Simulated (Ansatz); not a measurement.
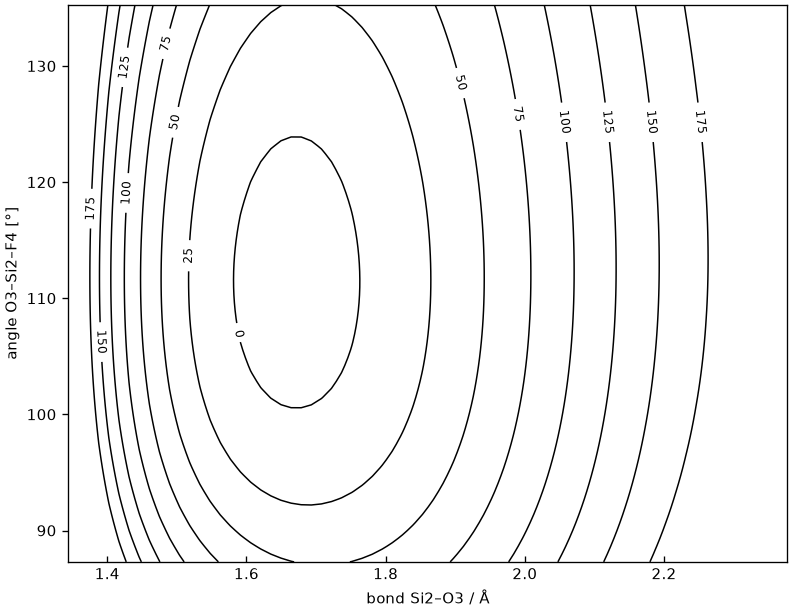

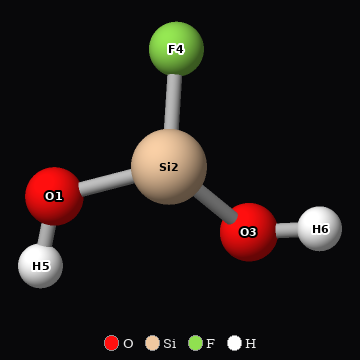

Energy landscape of FH₂O₂Si, SMILES O[Si](O)F, spin multiplicity 2. Two internal coordinates are moved rigidly from the geometry relaxed at PBE0-D4/def2-TZVP, all others fixed. First axis: bond Si2–O3. Second axis: angle O3–Si2–F4. The grid has 5 × 5 points. Points are written as (first, second). All energies are given in kJ/mol relative to the lowest grid point. Level of theory: Ansatz 0.2.0, UKS PBE-D4/def2-TZVPP.

The picture shows contour lines labelled in kJ/mol (none above 175). Between grid points the surface is interpolated. The second picture is the structure at the lowest point.

Describe this landscape.

The lowest grid point is at (1.763 Å, 111.3°). The bottom of the well lies between grid points, at about (1.653 Å, 111°), about 10 kJ/mol lower on the interpolated surface. No other kind of well shows on this grid. The highest grid point, (1.344 Å, 87.3°), lies 335 kJ/mol above the lowest. Round the minimum the two coordinates are nearly uncoupled.

Grid values (kJ/mol):

```
angle O3–Si2–F4 ↓, bond Si2–O3 →  1.344  1.514  1.763  2.054  2.377
                           135.3    294     66     29    110    205
                           123.3    259     37      8     97    200
                           111.3    247     26      0     93    198
                            99.3    266     42     11    101    204
                            87.3    335     98     51    127    219
```
